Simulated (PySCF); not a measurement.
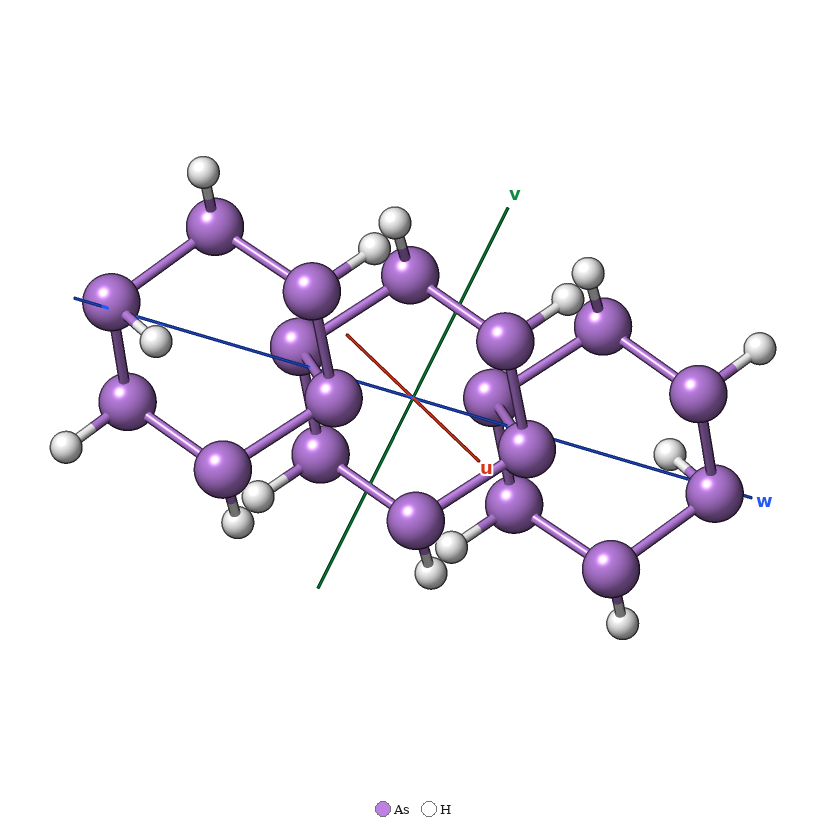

The lines u, v and w are the principal axes of the static dipole polarisability. The computed structure is the end point of a GFN2-xTB optimisation. No frequency run is at hand to confirm it as a minimum. Level of theory: PBE/def2-SVP (PySCF 2.14.0).

**Along which axis is the molecule most polarisable, and along which least?**

Most along w, least along u.

**Give the three principal values.**

u 394.9, v 511.2, w 871.0 bohr³; mean 592.4, anisotropy 430.0 bohr³.

The geometry is semi-empirical. Around As such bond lengths and angles can be off by a tenth of an ångström or more and by several degrees, and values that hang on the shape move with them.
